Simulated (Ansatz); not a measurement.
```xyz
6

B    -0.0418    0.1763   -0.4756
F    -0.3538   -0.5202    0.8201
F     1.3411    0.6341   -0.1021
Ga    1.4303   -0.1518    1.8194
H     0.0283   -0.6408   -1.3697
H    -0.7678    1.1398   -0.6041
```

Geometry: PBE0-D3(BJ)/def2-SVP.

The calculation used Ansatz 0.2.0, isolated molecule in a Gaussian basis; Kohn-Sham density functional theory, functional PBE0.

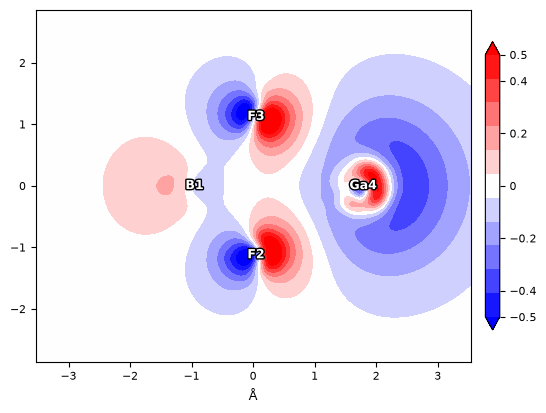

BF2GaH2. The HOMO−1 on the plane of atoms B1, F3 and Ga4 (values in Å⁻³ᐟ²; the overall sign is arbitrary).

### What is the character of this orbital?

Its weight (Hirshfeld) is mainly on Ga4 (about 75 %), F2 (about 10 %) and F3 (about 10 %). Its energy is −8.38 eV.
